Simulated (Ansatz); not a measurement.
The starting structures come from a database of crystals and need not be the phases stable at ambient conditions.

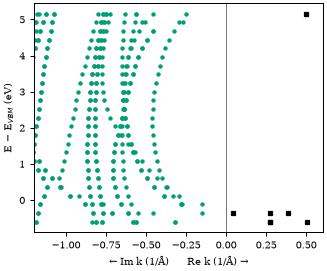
Figure: Complex bands at the centre of the two-dimensional zone; r2SCAN run with Ansatz (an electronic-structure program)

The gap is the functional's own. No spin-orbit coupling. Mid-gap values are interpolated on the energy grid.

Q: This is K₂Pb(SO₄)₂ (R-3m, not sure to be the ambient phase, 13 atoms a cell, 14.2 Å³ an atom, -3 GPa at this level) along the normal of (101). Read off the slowest decay at the centre of the two-dimensional zone at 2.52 eV, the computed energy nearest the middle of the gap.

A: κ ≈ 0.46 1/Å, a decay length 1/(2κ) of the density of 1.1 Å.
